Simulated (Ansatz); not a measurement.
**A low-energy model for BaAgO3 (cubic perovskite) (Pm-3m): bands, U and J**

Aim: U, U′ and J for the Ag d shell of BaAgO3 (cubic perovskite) (Pm-3m).

Main program and level: Ansatz 0.2.0; non-magnetic LDA, then constrained RPA, plane waves, PAW.

The structure was built from a prototype and need not be the compound's stable phase.

### 1. Starting point

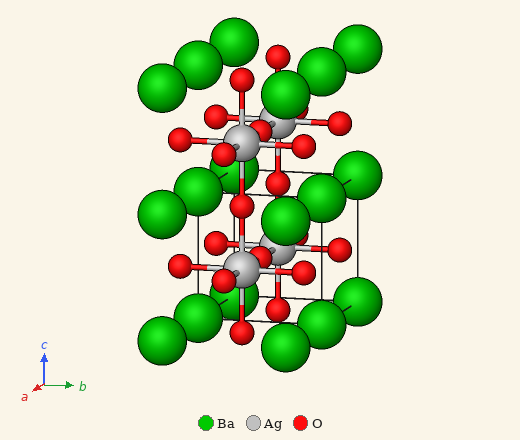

The starting structure, seen slightly off an axis (barium green, silver light grey, oxygen red). 2×1×2 cells are drawn. Some periodic images of atoms are drawn too.

The structure was relaxed with LDA. The structure type comes from a generator and need not be one that this composition takes. The structure was generated from a model, not taken from a measurement. The runs that relaxed it are not among those shown. The program's search for lower electronic states was switched off, so nothing shows that the state found is the lowest. Spin-orbit coupling is left out unless a step names it. The default PAW set here is soft_2. Its files were made with PBE.

### 2. LDA bands and orbital weights

This step: DFT, LDA, plane waves, PAW.

The input, input.yaml:

```yaml
crystal:
  lattice:
    - [0.0, -4.04180955, 0.0]
    - [0.0, 0.0, 4.04180955]
    - [-4.04180955, 0.0, 0.0]
  atoms:
    - { symbol: Ba, position: [0.0, 0.0, 0.0] }
    - { symbol: Ag, position: [0.5, 0.5, 0.5] }
    - { symbol: O, position: [0.5, 0.5, 0.0] }
    - { symbol: O, position: [0.5, 0.0, 0.5] }
    - { symbol: O, position: [0.0, 0.5, 0.5] }
kpoints:
  mp_grid: { grid: [6, 6, 6] }
  band_path:
    path:
      - [[0.0, 0.0, 0.0], [0.0, 0.5, 0.0], [0.5, 0.5, 0.0], [0.0, 0.0, 0.0], [0.5, 0.5, 0.5], [0.0, 0.5, 0.0]]
      - [[0.5, 0.5, 0.5], [0.5, 0.5, 0.0]]
    npoints: 10
hamiltonian:
  xc: lda
scf:
  occupations: { method: gaussian, width: 0.08 }
  n_extra_bands: 19
  max_iter: 150
  lower_state_search: "off"
output:
  eigenvalues: true
  forces: true
  stress: true
  fatbands: true
  write_density: true
  write_potential: true
  elf: true
  volumetric_format: npy
```

Command:

```bash
$ ansatz run input.yaml --threads 4 --pin off --max-ram 9216MiB --backend cpu --events-out ev --progress --plain --runs-dir out
```

Numbers of over 12 decimals in the logs are rounded to 6 here.

Output:

```text
scf.n_extra_bands = 19 over 24 filled bands (N_el = 47.0): the run solves 43 bands
Engine: ansatz 0.2.0, aarch64-unknown-linux-gnu
Pseudopotentials: kind: paw
Pseudopotential: Ba, paw, valence charge 10, recommended cutoff 420 eV (normal), Ba.paw.azcp
Pseudopotential: Ag, paw, valence charge 19, recommended cutoff 420 eV (normal), Ag.paw.azcp
Pseudopotential: O, paw, valence charge 6, recommended cutoff 420 eV (normal), O.paw.azcp
Functional definition: SPW92
  exchange = slater_x
  correlation = pw_c
Crystal: 5 atoms, lattice volume = 66.028 Å³
Basis set: ecut = 420 eV, 1309 PW (Γ)
Bands: 43, of which v1, the nominal top of the filled ones, is band 24 counted from 1 (23 counted from 0)
Symmetry: 48 space group operations
Space group: Pm-3m (ITA 221), of the structure as read, at distance tolerance 4.0e-5 Å
k-points: 20 of 216
Non-local potential: Ba, projectors of the file, l = 0: 3, l = 1: 2, l = 2: 2, l = 3: 2
Non-local potential: Ag, projectors of the file, l = 0: 3, l = 1: 2, l = 2: 2, l = 3: 1
Non-local potential: O, projectors of the file, l = 0: 2, l = 1: 2, l = 2: 1
PAW form: soft (Blöchl's): semilocal exchange-correlation on the pseudo side does not see the compensation charge
PAW frozen core: Ba, regenerated for the run's functional, and the local potential with it (the file was generated under x = pbe(κ = 0.804, μ = 0.219515), c = pbe(β = 0.066725))
PAW frozen core: Ag, regenerated for the run's functional, and the local potential with it (the file was generated under x = pbe(κ = 0.804, μ = 0.219515), c = pbe(β = 0.066725))
PAW frozen core: O, regenerated for the run's functional, and the local potential with it (the file was generated under x = pbe(κ = 0.804, μ = 0.219515), c = pbe(β = 0.066725))
PAW one-centre angular grid: Ba, 194 points (default); XC on 64 Gauss nodes
PAW one-centre angular grid: Ag, 590 points (default); XC on 64 Gauss nodes
PAW one-centre angular grid: O, 110 points (default); XC on 64 Gauss nodes
Initial density: superposition of atomic densities (neutral atoms: chi_scale 0, normalization atom), corrected by the library's trained network
Initial wavefunctions: pseudopotential atomic-orbital guess
Functional: x = slater, c = lda
SCF iter   1: F=—  HF=-14901.834137 eV  |F-HF|=—  |Δ(HF+E_count)|=         —  Δρ=2.01e-2  dr2=2.54e-1  ethr=1.77e-3  ⟨swp⟩=7.0  Hψ=4408  notcnv=0  defer=106
preconditioner: auto → Resta (q_TF=auto, 2.578 Å⁻¹)  ε∞=3.6  [insulator: Δε(μ)=0.144 eV  Ē_g=17.644 eV  σ=0.080 eV  W_gap=0.73  n_scr=18 (ndim 8)  ℏωp=28.5 eV  f_vac=0.001  D(μ)=0.93/eV (n_scr^D=6)  ε∞_Penn≈3.6]
SCF iter   2: F=—  HF=-14901.768005 eV  |F-HF|=—  |Δ(HF+E_count)|=   6.61e-2  Δρ=8.95e-3  dr2=5.85e-2  ethr=5.40e-4  ⟨swp⟩=2.0  Hψ=1193  notcnv=0  defer=260
SCF iter   3: F=—  HF=-14901.748782 eV  |F-HF|=—  |Δ(HF+E_count)|=   1.92e-2  Δρ=1.56e-3  dr2=2.04e-3  ethr=1.24e-4  ⟨swp⟩=2.0  Hψ=1076  notcnv=0  defer=260
SCF iter   4: F=—  HF=-14901.748049 eV  |F-HF|=—  |Δ(HF+E_count)|=   7.32e-4  Δρ=3.83e-4  dr2=1.47e-4  ethr=4.35e-6  ⟨swp⟩=2.6  Hψ=1021  notcnv=0  defer=260
SCF iter   5: F=—  HF=-14901.748003 eV  |F-HF|=—  |Δ(HF+E_count)|=   4.69e-5  Δρ=7.48e-5  dr2=3.88e-6  ethr=3.12e-7  ⟨swp⟩=2.3  Hψ=937  notcnv=0  defer=260
SCF iter   6: F=—  HF=-14901.748001 eV  |F-HF|=—  |Δ(HF+E_count)|=   1.95e-6  Δρ=1.29e-5  dr2=8.46e-8  ethr=2.13e-10  ⟨swp⟩=15.4  Hψ=7239  notcnv=0
SCF iter   7: F=-14901.748001 eV  HF=-14901.748001 eV  |F-HF|=4.60e-10  |Δ(HF+E_count)|=   6.10e-9  Δρ=1.61e-6  dr2=1.38e-9  ethr=1.80e-10  ⟨swp⟩=5.9  Hψ=3808  notcnv=0
SCF 1 converged in 7 iterations: F = -14901.748001 eV  dr2 = 1.38e-9
  greatest PAW one-centre occupation: 1.003 electrons in one spin orbital (limit 2), on the Ag atom at site 1 (counted from 0), in its partial waves of l = 0
NSCF: frozen V_eff on 62 k-points
SCF converged after 7 iterations
Free energy (F): -14901.748001 eV
Harris-Foulkes:  -14901.748001 eV  (|F-HF|=4.60e-10)
Internal energy: -14901.744568 eV  (E = F + TS)
E sigma→0 (E₀):  -14901.746285 eV
Entropy (-TS):   -0.003432 eV (-0.686 meV/atom)
Fermi energy:    10.613851 eV
--- Per-component energies (eV) ---
  E_band       = -303.784778
  E_kinetic    = 1213.839541
  E_local      = -4284.051897  (includes V_loc(G=0)·N_el)
  E_nonlocal   = 295.560336
  E_hartree    = 1837.535226
  E_xc         = -569.432254
  E_vxc        = -651.876276  (∫ρ·V_xc dr)
  E_paw        = -9263.251910  (= ΣΔE_a)
  E_vpaw       = -552.332945  (= ΣTr[D̂ρ^β])
  E_aug_tail   = 0.007614  (compensation charges beyond the density's cutoff)
  E_ewald      = -4133.249311
  E_core_change = 1.298088  (= ΣΔE_core)
  E_smearing   = -0.003432  (= −TS)
  E_closure    = 0.000000  (closes the sum)
  Σ components = -14901.748001   (vs F -14901.748001, Δ=0.00e0)
--- Forces (eV/Å), atoms counted from 1 ---
  atom   1  Ba     0.00000000    -0.00000000     0.00000000
  atom   2  Ag    -0.00000000     0.00000000    -0.00000000
  atom   3  O     -0.00000000    -0.00000000    -0.00000000
  atom   4  O     -0.00000000     0.00000000     0.00000000
  atom   5  O     -0.00000000     0.00000000     0.00000000
  max |Σ_I F_I| component: 1.11e-28 eV/Å
--- Stress (GPa, compression-positive) ---
       -0.004441       0.000000       0.000000
        0.000000      -0.004441       0.000000
        0.000000       0.000000      -0.004441
  P = ⅓ Tr σ = -0.0044 GPa (-0.044 kbar)
--- Band table (eV; the first three rows and the last of 20) ---
  k-point 0: bands = [... 20 lower, 9.4186, 9.4186, 10.1259, 10.1259, 10.1259, 15.7947, 15.7947, 16.8280, ... 15 higher]
  k-point 1: bands = [... 20 lower, 9.4853, 9.4853, 10.1277, 10.1277, 10.1951, 16.2421, 16.2854, 17.4788, ... 15 higher]
  k-point 2: bands = [... 20 lower, 9.4786, 9.4786, 10.3045, 10.3045, 10.8350, 17.1777, 17.4231, 18.9742, ... 15 higher]
  k-point 19: bands = [... 20 lower, 10.5946, 10.5946, 10.5946, 13.7432, 13.7432, 17.1925, 17.1925, 17.1925, ... 15 higher]
```

Elapsed: 3.1 s, on 4 threads of Arm Neoverse V2, shared host; peak memory 0.4 GiB.

This step gave:

| Item | Value |
| --- | --- |
| pressure | -0.004441 GPa |

Electronic bands along the path, in eV, zero at the Fermi level:

```tsv
point	band 21	band 22	band 23	band 24	band 25	band 26	band 27	band 28
Γ	-1.20	-1.20	-0.49	-0.49	-0.49	5.18	5.18	6.21
X	-1.17	-1.17	-0.17	-0.17	0.54	7.08	7.58	8.37
M	-1.00	-0.62	-0.62	-0.18	3.12	7.72	8.20	9.78
Γ	-1.20	-1.20	-0.49	-0.49	-0.49	5.18	5.18	6.21
R	-0.02	-0.02	-0.02	3.13	3.13	6.58	6.58	6.58
X	-1.17	-1.17	-0.17	-0.17	0.54	7.08	7.58	8.37
jump to R	-0.02	-0.02	-0.02	3.13	3.13	6.58	6.58	6.58
M	-1.00	-0.62	-0.62	-0.18	3.12	7.72	8.20	9.78
```

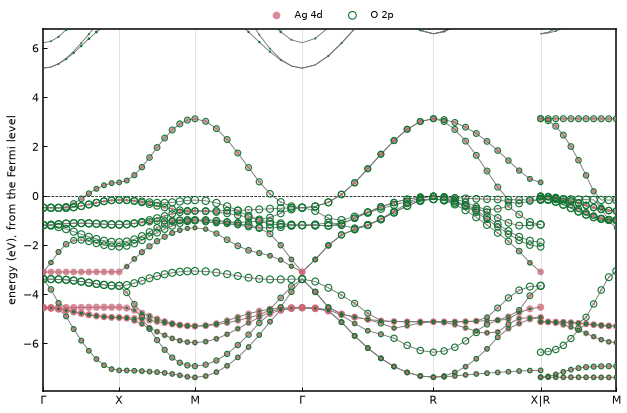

Electronic bands along the path; dots are coloured as in the legend, and their area grows with the weight.

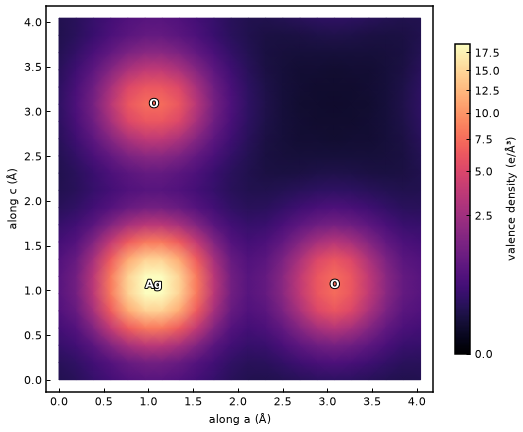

Valence density in the ac plane at fractional y = 0.500, with atoms of Ag and O within 0.2 Å of it. It is the smooth field of the valence electrons, not physical close to the nuclei. The map starts off the cell's origin, so that atoms lie inside it. The colour scale is stretched toward low values.

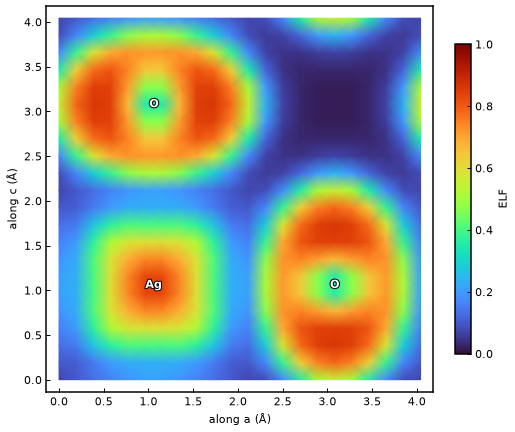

ELF in the ac plane at fractional y = 0.500, with atoms of Ag and O within 0.2 Å of it. It is the smooth field of the valence electrons, not physical close to the nuclei. The map starts off the cell's origin, so that atoms lie inside it.

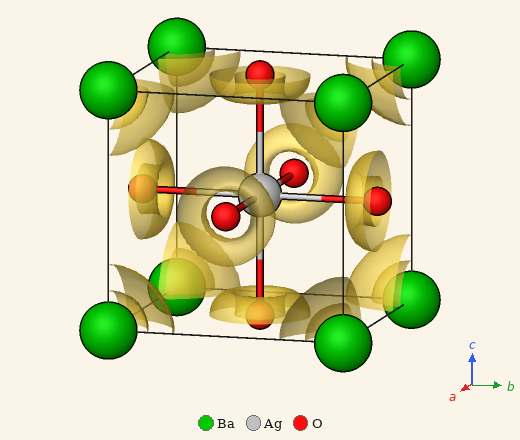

Surface of ELF = 0.8.

### 3. Constrained RPA: Ag d + anion p, bands v13 to c1, 4×4×4 mesh, medium accuracy

Constrained RPA screens the interaction with every transition except those inside the target bands, which a later many-body model would treat itself.

This step: constrained RPA on LDA, plane waves, PAW.

input.yaml, the sections that differ from step 2:

```yaml
kpoints:
  mp_grid: { grid: [6, 6, 6] }
output:
  crpa:
    kmesh: [4, 4, 4]
    target_bands: [v13, c1]
    projections: [{ species: Ag, l: d, shell: 4 }, { species: O, l: p, shell: 2 }]
  local_orbitals:
    kmesh: [8, 8, 8]
    orbitals: [{ species: Ag, l: d, shell: 4 }, { species: O, l: p, shell: 2 }]
    window: { bands: [v13, c1] }
    seedname: lo
# crystal, hamiltonian, scf: as in step 2
```

Output:

```text
[...]
Crystal: 5 atoms, lattice volume = 66.028 Å³
Basis set: ecut = 420 eV, 1309 PW (Γ)
Bands: 43, of which v1, the nominal top of the filled ones, is band 24 counted from 1 (23 counted from 0)
[... 1 set-up line as in the run before ...]
[...]
k-points: 20 of 216
[...]
SCF iter   1: F=—  HF=-14901.834145 eV  |F-HF|=—  |Δ(HF+E_count)|=         —  Δρ=2.01e-2  dr2=2.54e-1  ethr=1.77e-3  ⟨swp⟩=7.0  Hψ=4408  notcnv=0  defer=106
[...]
SCF iter   6: F=-14901.748001 eV  HF=-14901.748001 eV  |F-HF|=1.11e-8  |Δ(HF+E_count)|=   7.67e-7  Δρ=1.29e-5  dr2=8.48e-8  ethr=2.13e-10  ⟨swp⟩=9.9  Hψ=4851  notcnv=0
SCF 1 converged in 6 iterations: F = -14901.748001 eV  dr2 = 8.48e-8
[...]
NSCF: frozen V_eff on 38 k-points
[...]
cRPA screening: q 1/64
cRPA screening: q 2/64
cRPA screening: q 8/64 (q-point 3)
cRPA screening: q 11/64 (q-point 6)
cRPA screening: q 17/64 (q-point 7)
cRPA screening: q 29/64 (q-point 8)
cRPA screening: q 35/64 (q-point 11)
cRPA screening: q 38/64 (q-point 22)
cRPA screening: q 40/64 (q-point 23)
cRPA screening: q 46/64 (q-point 24)
cRPA screening: q 52/64 (q-point 27)
cRPA screening: q 58/64 (q-point 28)
cRPA screening: q 64/64 (q-point 43)
SCF converged after 6 iterations
Free energy (F): -14901.748001 eV
[...]
Internal energy: -14901.744569 eV  (E = F + TS)
E sigma→0 (E₀):  -14901.746285 eV
Entropy (-TS):   -0.003432 eV (-0.686 meV/atom)
Fermi energy:    10.613895 eV
[...]
--- Band table (eV; the first three rows and the last of 20) ---
  k-point 0: bands = [... 20 lower, 9.4186, 9.4186, 10.1259, 10.1259, 10.1259, 15.7947, 15.7947, 16.8280, ... 15 higher]
  k-point 1: bands = [... 20 lower, 9.4853, 9.4853, 10.1277, 10.1277, 10.1951, 16.2420, 16.2854, 17.4788, ... 15 higher]
  k-point 2: bands = [... 20 lower, 9.4786, 9.4786, 10.3045, 10.3045, 10.8351, 17.1777, 17.4231, 18.9741, ... 15 higher]
  k-point 19: bands = [... 20 lower, 10.5947, 10.5947, 10.5947, 13.7433, 13.7433, 17.1924, 17.1924, 17.1924, ... 15 higher]
--- cRPA (band scheme, projected local orbitals): target bands 12..25 (1-based), 14 Wannier function(s), 4×4×4 mesh, 50 bands' worth read of 55 solved, ecut_chi 136.0 eV, v(q+G=0) probe_charge, pair densities all_electron ---
  bands read: the sum over 50 bands ends inside a degenerate multiplet in 11 slots, whose members it reads at an even weight; the widest, k=42: bands 49 to 51 (counted from 1) at 2/3 each
  χ-basis size per q: N_G = 232..280
  window electrons = 25.0000, filled by tetrahedron_uncorrected; constrained ε̄⁻¹(q = 0, 0) head = 0.323573; min gauge Gram eig = 0.7410
  Kanamori averages over each shell's own Wannier functions (sites counted from 0, functions from 1):
  Each shell's averages of U are screened by what lies outside the whole window alone: parameters of one model of all the shells.
    Site 1, 4D, 5 of 5 d orbitals (Wannier functions 1, 2, 3, 4, 5; wannier90's mr 1, 2, 3, 4, 5):
      screened: U = 8.5622 eV, U' = 7.3754 eV, J = 0.5940 eV
      screened, to within: U = 2.3e-2 eV, U' = 2.3e-2 eV, J = 8.8e-4 eV
      bare: V = 19.4875 eV, V' = 17.9720 eV, J = 0.7531 eV
    Site 2, 2P, 3 of 3 p orbitals (Wannier functions 6, 7, 8; wannier90's mr 1, 2, 3):
      screened: U = 6.9400 eV, U' = 5.5729 eV, J = 0.6784 eV
      screened, to within: U = 1.3e-2 eV, U' = 1.3e-2 eV, J = 1.1e-3 eV
      bare: V = 18.3824 eV, V' = 16.6306 eV, J = 0.8706 eV
    Site 3, 2P, 3 of 3 p orbitals (Wannier functions 9, 10, 11; wannier90's mr 1, 2, 3):
      screened: U = 6.9400 eV, U' = 5.5729 eV, J = 0.6784 eV
      screened, to within: U = 1.3e-2 eV, U' = 1.3e-2 eV, J = 1.1e-3 eV
      bare: V = 18.3824 eV, V' = 16.6306 eV, J = 0.8706 eV
    Site 4, 2P, 3 of 3 p orbitals (Wannier functions 12, 13, 14; wannier90's mr 1, 2, 3):
      screened: U = 6.9400 eV, U' = 5.5729 eV, J = 0.6784 eV
      screened, to within: U = 1.3e-2 eV, U' = 1.3e-2 eV, J = 1.1e-3 eV
      bare: V = 18.3824 eV, V' = 16.6306 eV, J = 0.8706 eV
  Hermiticity witness max|P − P†| over intra, direct and exchange elements: 7.11e-15 eV (screened), 5.55e-17 eV (bare)
  Reality witness max|Im| over intra, direct and exchange elements: 1.13e-9 eV (screened), 5.76e-12 eV (bare)
```

The job ended after 3 min (4 threads; peak memory 0.75 GiB).

This step gave:

* U: 8.562 eV
* U prime (inter-orbital): 7.375 eV
* J: 0.5940 eV
* bare V: 19.49 eV
* bare J: 0.7531 eV
* stated bound on U: 0.02216 eV
* U over bare V: 0.4394
* electrons in the window: 25.00
* head of the constrained inverse dielectric matrix: 0.3236
* least eigenvalue of the projection's overlap: 0.7410
* target functions: 14
* bands in the sums: 50
* r.m.s. miss of the model bands: 1.18e-4 eV
* width of the target bands: 10.51 eV
* weight of the projected orbitals in the window: 0.9375

On the Ag d shell, screening brings the on-site interaction from 19.5 eV down to U = 8.56 eV.

Kanamori averages over each shell's functions. Crpa shells, by row:

```tsv
site	element	shell	orbitals	U (eV)	U' (eV)	J (eV)	bare V (eV)	bare V' (eV)	bare J (eV)	bound on U (eV)
2	Ag	4D	5	8.562	7.375	0.594	19.49	17.97	0.7531	0.02216
3	O	2P	3	6.94	5.573	0.6784	18.38	16.63	0.8706	0.01232
4	O	2P	3	6.94	5.573	0.6784	18.38	16.63	0.8706	0.01232
5	O	2P	3	6.94	5.573	0.6784	18.38	16.63	0.8706	0.01232
```

Projected local orbitals of the target window. Electronic bands along the path, in eV, zero at the Fermi level; # counts the bands kept:

```tsv
point	#10	#11	#12	#13	#14
Γ	-1.20	-1.20	-0.49	-0.49	-0.49
X	-1.17	-1.17	-0.17	-0.17	0.54
M	-1.00	-0.62	-0.62	-0.18	3.12
Γ	-1.20	-1.20	-0.49	-0.49	-0.49
R	-0.02	-0.02	-0.02	3.13	3.13
X	-1.17	-1.17	-0.17	-0.17	0.54
jump to R	-0.02	-0.02	-0.02	3.13	3.13
M	-1.00	-0.62	-0.62	-0.18	3.12
```

The same for Kohn-Sham, solved directly:

```tsv
point	#10	#11	#12	#13	#14
Γ	-1.20	-1.20	-0.49	-0.49	-0.49
X	-1.17	-1.17	-0.17	-0.17	0.54
M	-1.00	-0.62	-0.62	-0.18	3.12
Γ	-1.20	-1.20	-0.49	-0.49	-0.49
R	-0.02	-0.02	-0.02	3.13	3.13
X	-1.17	-1.17	-0.17	-0.17	0.54
R	-0.02	-0.02	-0.02	3.13	3.13
M	-1.00	-0.62	-0.62	-0.18	3.12
```

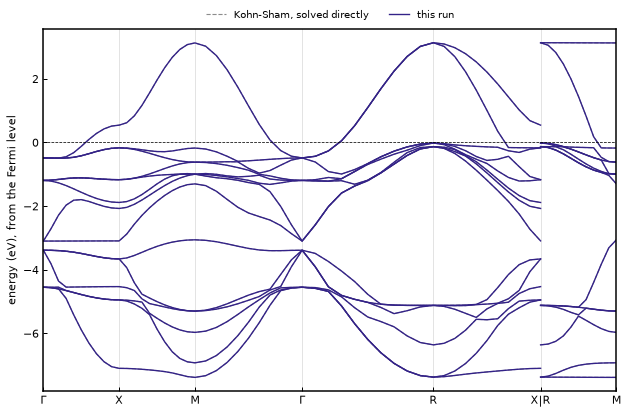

Electronic bands along the path; dashed: Kohn-Sham, solved directly.

Onsite levels, by row:

```tsv
orbital	level less Fermi level (eV)
Ag2 dz2	-3.48
Ag2 dxz	-4.367
Ag2 dyz	-4.367
Ag2 dx2-y2	-3.48
Ag2 dxy	-4.367
O3 pz	-1.292
O3 px	-2.787
O3 py	-1.292
O4 pz	-2.787
O4 px	-1.292
O4 py	-1.292
O5 pz	-1.292
O5 px	-1.292
O5 py	-2.787
```

Largest distinct elements between sites. Hoppings, by row:

```tsv
from	to	cell	distance (Å)	t (eV)
O4 pz	Ag2 dz2	0 -1 0	2.021	1.978
O5 py	Ag2 dx2-y2	0 0 0	2.021	-1.713
O3 px	Ag2 dz2	0 0 -1	2.021	0.9891
O3 py	Ag2 dxy	0 0 -1	2.021	0.8084
O4 pz	O5 py	0 -1 0	2.858	-0.5098
O3 py	O5 py	1 0 0	2.858	0.2454
O4 py	O5 pz	1 -1 0	2.858	0.1971
Ag2 dz2	Ag2 dz2	0 -1 0	4.042	0.1295
O3 pz	O3 pz	-1 1 0	5.716	0.1034
O4 px	O4 px	0 1 0	4.042	-0.1033
Ag2 dx2-y2	Ag2 dx2-y2	0 0 -1	4.042	0.0977
O5 px	O5 pz	0 1 -1	5.716	0.0962
```

### 4. Outcome

```json
{"Ag d + anion p": "U 8.56 eV, U′ 7.38 eV, J 0.59 eV, bare V 19.5 eV", "method": "constrained RPA on non-magnetic LDA, 4×4×4 mesh, static; search for lower states off"}
```

**Reading.** For Ag d + anion p, screening cuts the on-site interaction from 19.49 eV to 8.56 eV (44 %), while J goes only from 0.75 eV to 0.59 eV: the monopole is screened far more than the multipoles. U − 2J differs from U′ by −0.001 eV, so the Kanamori relation holds well. The parent state is non-magnetic and the interaction static (zero frequency); U depends on the window and the orbitals, so it belongs to this model alone. The bands cross the Fermi level under this constraint, which need not be the crystal's state: magnetic order, correlation or a lattice distortion may open a gap. A window that holds the anion p bands defines a model with explicit ligands; its U belongs to that model and is not the U of DFT+U.

[Paths, hosts, dates, memory and timing lines, banners, echoed tables and standing remarks are left out of the program output.]

[Logs are printed without paths, hosts, clocks, repeated set-up lines and the standing remarks that a program may print on its own settings, such as how far it seeks lower states.]

[Runs of the session that timed out or met a known fault of the program may be left out.]

[Hosts, paths, dates, database ids (printed as entryN), source tags and the programs' standing remarks are cut or masked in the printed files.]
